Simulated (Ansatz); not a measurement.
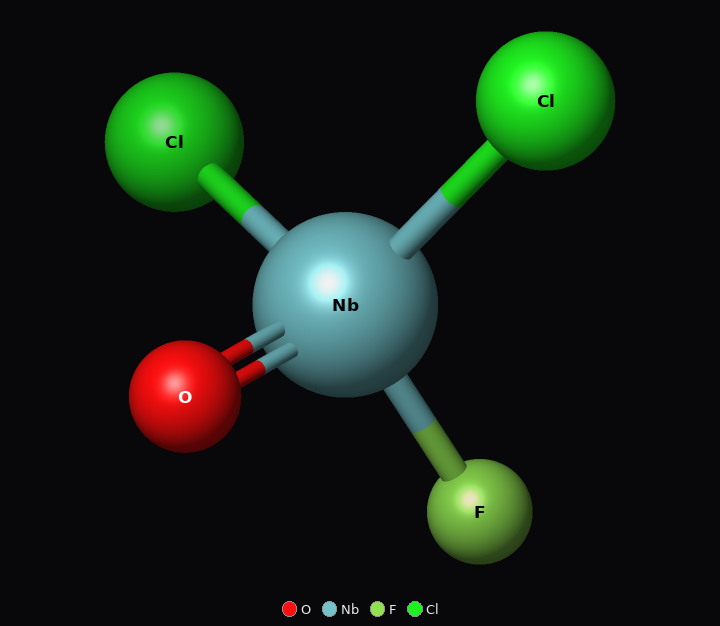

Rendered structure (ball-and-stick style).

Charge 0, singlet. The geometry was computed by an optimisation with PBE-D4/def2-SVP. No frequency run is at hand to confirm it as a minimum.

Count the atoms of each element.

Answer. NbCl₂OF, 5 atoms: 1 niobium, 2 chlorine, 1 oxygen and 1 fluorine.

How many bonds of each kind are drawn?

Answer. 2 Cl–Nb, 1 Nb–O, 1 F–Nb.

The parts below concern this one geometry. Atoms keep their numbers from picture to picture.

### Shape

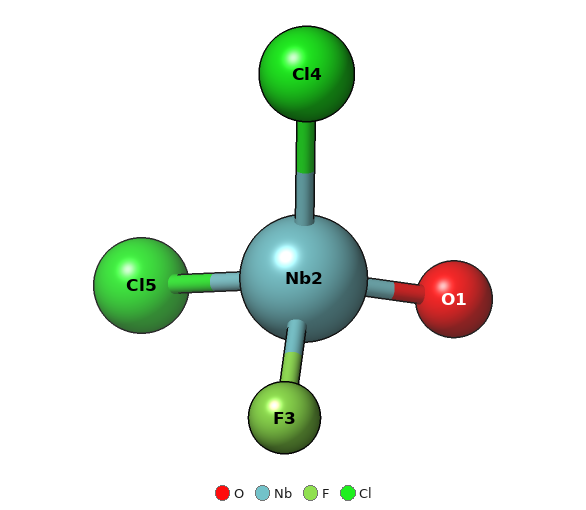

No frequency run is at hand to confirm it as a minimum.

How are the neighbours of atom 2 arranged?

Answer. Nb2 has 4 neighbours (O1 at 1.70, F3 at 1.87, Cl4 at 2.30, Cl5 at 2.30 Å); the arrangement is tetrahedral.

### Dipole moment

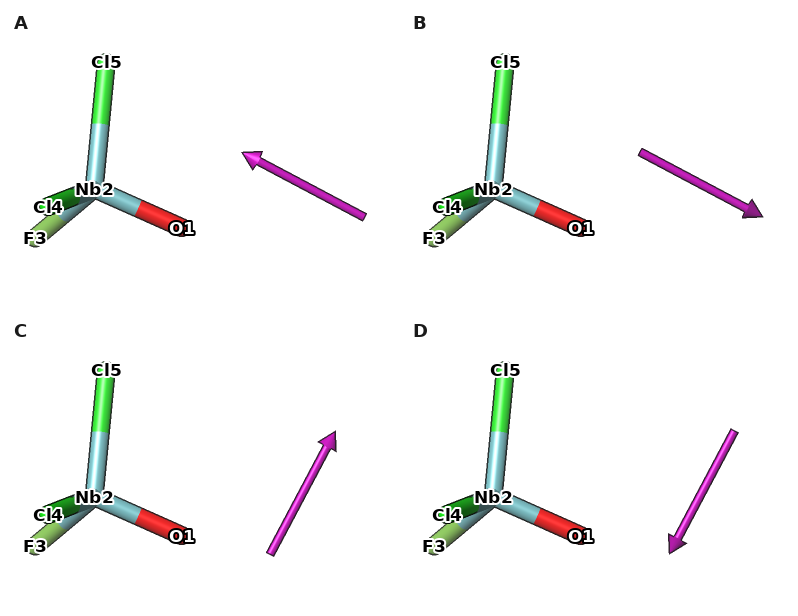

The same molecule four times, each with an arrow. No frequency run is at hand to confirm it as a minimum. Properties computed with RKS PBE-D4/def2-SVP, core potentials on Nb (Ansatz 0.2.0).

Which arrow points along the dipole moment, from the negative to the positive end?

Answer. A. The dipole moment is 1.16 D; it points from the side of O1 to the side of Cl4, Cl5 (the outermost atoms at the two ends).

### Metal centre

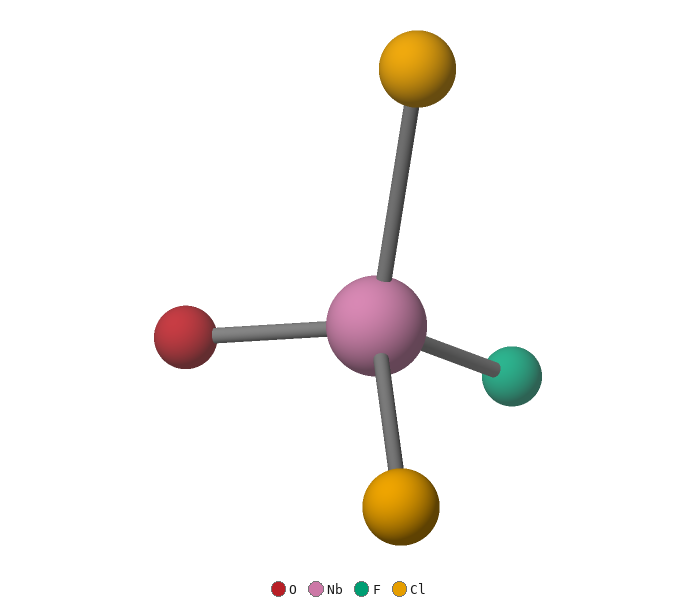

A metal compound. No frequency run is at hand to confirm it as a minimum.

What is the coordination number of the metal, and which atoms bind to it?

Answer. Nb binds 4 atoms: 1 O at 1.70 Å, 1 F at 1.87 Å, 2 Cl at 2.30 Å. The arrangement is tetrahedral.

What are the formal oxidation state of the metal and its number of d electrons?

Answer. Nb(V), d⁰, counting the ligands as closed-shell ions or neutral donors.

### Charges

The questions are on Mulliken charges. No frequency run is at hand to confirm it as a minimum. Method: RKS PBE-D4/def2-SVP, core potentials on Nb (Ansatz 0.2.0).

Which atom carries the highest charge (most positive or least negative)?

Answer. Nb2 (0.84 e).

And the lowest?

Answer. F3 (−0.27 e).

List the Mulliken charges.

```csv
atom,value (e)
O1,−0.24
Nb2,0.84
F3,−0.27
Cl4,−0.17
Cl5,−0.17
```

Mulliken values depend strongly on the basis set and can even reverse the polarity of a bond.
